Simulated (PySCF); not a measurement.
**doublet SiSe−: levels of theory compared**

Aim: a comparison of 6 runs (UHF/STO-3G, UHF/3-21G, U-wB97X/aug-cc-pVTZ, UB2PLYP/aug-cc-pVTZ, UCAM-B3LYP/aug-cc-pVTZ, USCS-MP2/aug-cc-pVTZ) of doublet SiSe−. 

Program for the calculation: PySCF 2.14.0.

1 further run of the same task is left out (set aside as unsound or not needed).

## (1) The structure to begin with

The species is SiSe− (2 atoms), meant as a doublet with charge -1. SMILES of the parent species: `[Si][Se]`. The shape comes from GFN2-xTB, which is rough for such elements, and wasn't checked as a minimum. That shape belongs to the parent species and isn't relaxed for this state.

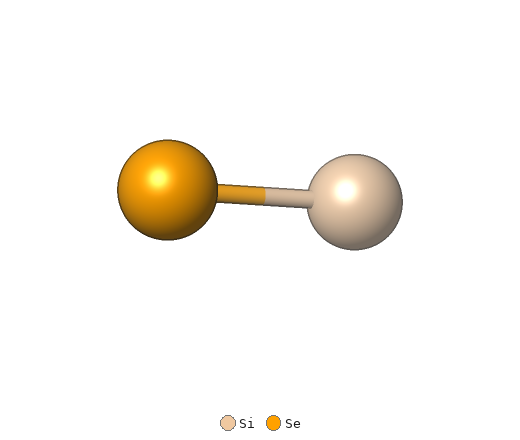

The structure, seen from a chosen angle (silicon light orange, selenium orange).

## (2) The energy at UHF/STO-3G (run 1)

run.py reads:

```python
from pyscf import gto, scf

mol = gto.Mole()
mol.atom = '''
Si       0.000000       0.000000       0.000000
Se       0.000000       0.000000       2.124530
'''
mol.verbose = 4
mol.basis = 'sto-3g'
mol.spin = 1
mol.max_memory = 1860
mol.charge = -1
mol.build()

calc0 = scf.UHF(mol)
calc0.conv_tol = 1e-10
calc0.kernel()
if not calc0.converged:
    calc0 = calc0.newton().run(calc0.mo_coeff, calc0.mo_occ)

energy = calc0.e_tot
print('E(%s) = %.9f' % ('HF', energy))
```

Run with:

```sh
$ OMP_NUM_THREADS=1 python run.py
```

Standard output:

```text
PySCF version 2.14.0

[... 35 lines left out ...]
[... the frontier-level lines of each cycle are left out ...]
[... 52 lines left out ...]
converged SCF energy = -2658.96756128793  <S^2> = 0.76088542  2S+1 = 2.010856
E(HF) = -2658.967561288
```

Wall time 0.7 s (1 thread of Arm Neoverse V1, shared host); peak memory 0.096 GiB.

## (3) The energy at UHF/3-21G (run 2)

input.xyz reads:

```xyz
2
SeSi
Si     0.000000     0.000000     0.000000
Se     0.000000     0.000000     2.124530
```

input.py reads:

```python
from pyscf import gto, scf

mol = gto.M(
    atom='input.xyz',
    spin=1,
    verbose=3,
    basis='3-21g',
    charge=-1,
    max_memory=1860,
)

mf = scf.UHF(mol)
mf.conv_tol = 1e-10
mf.kernel()
if not mf.converged:
    mf = mf.newton().run(mf.mo_coeff, mf.mo_occ)

e_final = mf.e_tot
print('Final energy', e_final)
```

Run with:

```sh
$ OMP_NUM_THREADS=1 python input.py
```

Standard output:

```text
converged SCF energy = -2675.89576214547  <S^2> = 0.77283071  2S+1 = 2.0227019
Final energy -2675.895762145467
```

Wall time 0.72 s (1 thread of Arm Neoverse V1, shared host); peak memory 0.097 GiB.

## (4) The energy at U-wB97X/aug-cc-pVTZ (run 3)

job.py reads:

```python
from pyscf import gto, dft

mol = gto.M(
    atom='''
Si     0.000000     0.000000     0.000000
Se     0.000000     0.000000     4.014780
''',
    charge=-1,
    unit='bohr',
    max_memory=1860,
    basis='aug-cc-pvtz',
    verbose=3,
    spin=1,
)

mf = dft.UKS(mol)
mf.xc = 'wb97x'
mf.grids.level = 5
mf.conv_tol = 1e-10
mf.kernel()
if not mf.converged:
    mf = mf.newton().run(mf.mo_coeff, mf.mo_occ)

etot = mf.e_tot
print('Final energy', etot)
```

Run with:

```sh
$ OMP_NUM_THREADS=1 python job.py
```

Standard output:

```text
WARN: HOMO -0.0735417015922239 >= LUMO -0.0735417015922234

converged SCF energy = -2691.15753014594  <S^2> = 0.75845302  2S+1 = 2.0084352
Final energy -2691.1575301459393
```

Wall time 62 s (1 thread of Arm Neoverse V1, shared host); peak memory 0.55 GiB.

Runs 4 to 5 aren't shown in full; the table further down has their settings and results.

## (5) A single-point energy at USCS-MP2/aug-cc-pVTZ (run 6)

run.py reads:

```python
from pyscf import gto, mp

mol = gto.M(
    atom='Si 0.000000 0.000000 0.000000; Se 0.000000 0.000000 2.124530',
    spin=1,
    charge=-1,
    max_memory=1860,
    verbose=3,
    basis='aug-cc-pvtz',
)

calc0 = mol.UHF()
calc0.conv_tol = 1e-10
calc0.kernel()
if not calc0.converged:
    calc0 = calc0.newton().run(calc0.mo_coeff, calc0.mo_occ)

pt = mp.MP2(calc0, frozen=14).run()
e_final = calc0.e_tot + 1.2 * pt.e_corr_os + pt.e_corr_ss / 3
print('E(%s) = %.9f' % ('SCS-MP2', e_final))
```

Run with:

```sh
$ OMP_NUM_THREADS=1 python run.py
```

Standard output:

```text
converged SCF energy = -2688.86236557538  <S^2> = 0.77549553  2S+1 = 2.0253351
E(UMP2) = -2689.178576801  E_corr = -0.316211225622177
E(SCS-UMP2) = -2689.16492400434  E_corr = -0.30255842896274
E(SCS-MP2) = -2689.164924004
```

Run time: 8.1 s. Hardware: 1 thread of Arm Neoverse V1, shared host; peak memory 0.3 GiB.

## (6) The series

| run | level | integration grid | frozen core orbitals | energy (Eh) | HOMO energy (eV) | LUMO energy (eV) | ⟨S²⟩ | wall time |
| --- | --- | --- | --- | --- | --- | --- | --- | --- |
| 1 | UHF/STO-3G | – | – | -2658.967561 | 4.64 | 13.62 | 0.761 | 0.7 s |
| 2 | UHF/3-21G | – | – | -2675.895762 | -0.57 | 6.17 | 0.773 | 0.72 s |
| 3 | U-wB97X/aug-cc-pVTZ | 5 | – | -2691.157530 | -0.95 | 4.10 | 0.758 | 62 s |
| 4 | UB2PLYP/aug-cc-pVTZ | 5 | 14 | -2690.629162 | 0.29 | 3.49 | 0.760 | 28 s |
| 5 | UCAM-B3LYP/aug-cc-pVTZ | 5 | – | -2691.265530 | -0.05 | 3.48 | 0.757 | 66 s |
| 6 | USCS-MP2/aug-cc-pVTZ | – | 14 | -2689.164924 | -1.15 | 3.96 | 0.775 | 8.1 s |

## (7) What came out

| quantity | value |
| --- | --- |
| run 6: total energy | -2689.16492 Eh |
| run 6: HOMO energy (Hartree–Fock orbitals) (highest over α and β) | -1.15 eV |
| run 6: LUMO energy (Hartree–Fock orbitals) (lowest over α and β) | 3.96 eV |
| run 6: correlation energy (14 core orbitals frozen) | -302.6 mEh |
| run 6: ⟨S²⟩ of the reference determinant | 0.775 |

What this shows: Totals of different functionals can't be ranked against each other. In runs 1, 4 the HOMO lies above zero, so the outermost electron may be held by the basis alone. In run 1 the basis is minimal, so the values are rough. All runs together took 2.8 min, the longest 66 s.
